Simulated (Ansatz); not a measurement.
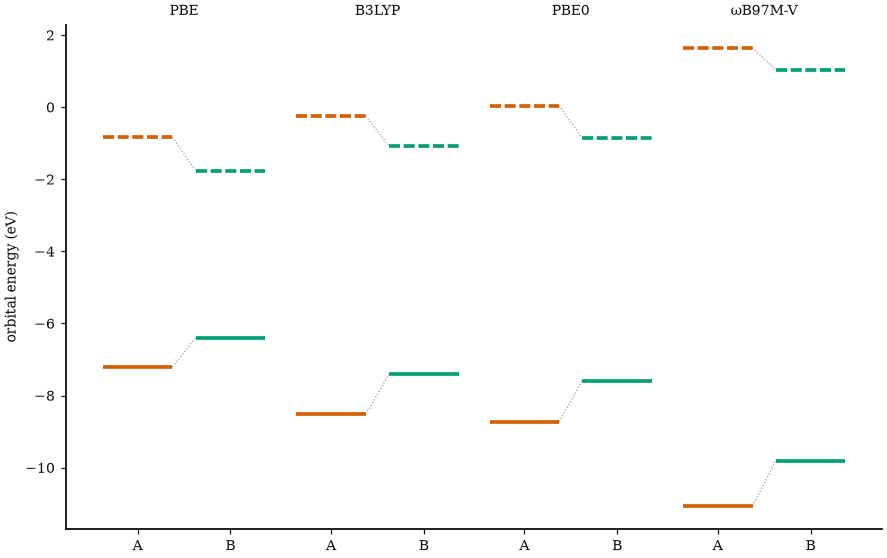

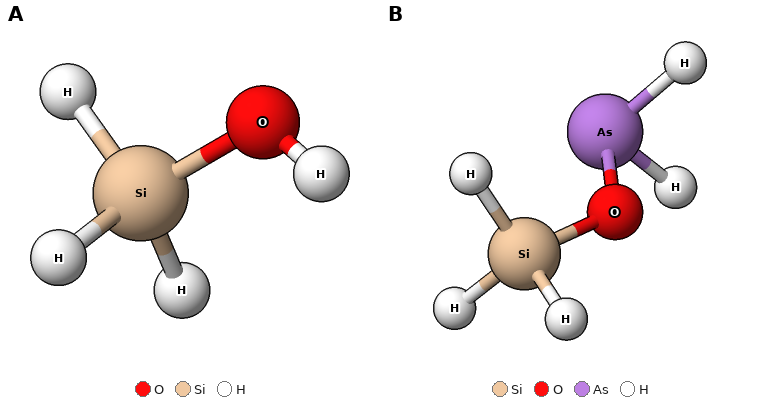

One change: A, SiH₄O (SMILES O[SiH3]), becomes B, SiAsH₅O (SMILES [SiH3]O[AsH2]). H on O is replaced by AsH₂. HOMO (solid) and LUMO (dashed) computed in def2-TZVPP at PBE0-D4/def2-TZVP geometries, both minima by their frequencies, gas phase, the Ansatz code. Empty levels above zero depend strongly on the basis.

What does the change do to HOMO and LUMO?

PBE: the HOMO rises by 0.82 eV, the LUMO falls by 0.93 eV, and the separation goes from 6.38 to 4.63 eV. B3LYP: the HOMO rises by 1.12 eV, the LUMO falls by 0.83 eV, and the separation goes from 8.27 to 6.33 eV. PBE0: the HOMO rises by 1.15 eV, the LUMO falls by 0.89 eV, and the separation goes from 8.77 to 6.73 eV. ωB97M-V: the HOMO rises by 1.26 eV, the LUMO falls by 0.61 eV, and the separation goes from 12.71 to 10.84 eV.

Do the functionals agree on the effect?

They agree on the direction for both levels; the HOMO shift lies between 0.82 and 1.26 eV and the LUMO shift between −0.93 and −0.61 eV, while the separations themselves differ by up to 6.3 eV between functionals.
